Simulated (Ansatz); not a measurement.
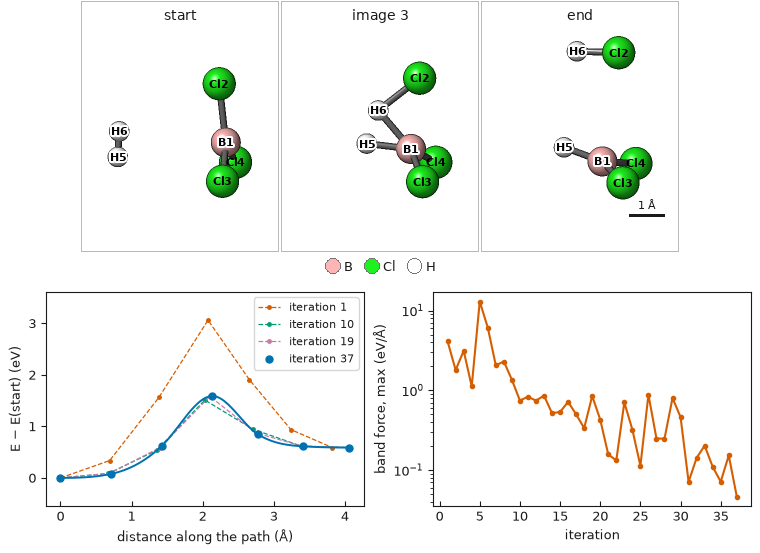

NEB run on BH2Cl3, made up of BCl3 and H₂. Images are numbered from 0 (start) to 6 (end). The plot follows the band through its iterations. A ball-and-stick model, seen at a tilt.

Method: RKS B3LYP-D4/def2-SVP (Ansatz). Settings: 5 movable images; climbing image; force threshold 0.05 eV/Å; iteration limit 60; starting path through a guess of the saddle point.

> Judge this run.

The result is final at these settings. The band converged in 37 iterations. The largest component of the band force went from 4.1 to 0.047 eV/Å. The climbing image converged on the top of the path. Its vibrational analysis gives one imaginary mode (896i cm⁻¹), as a transition state must have. The first iteration put the highest image at 3.06 eV. Forward barrier 1.59 eV, backward barrier 1.00 eV, with image 3 at the top; the reaction energy is +0.59 eV.

Limits of the set-up: the start holds two separate molecules, 3.1 Å apart at their closest, whose relative position is a soft coordinate.
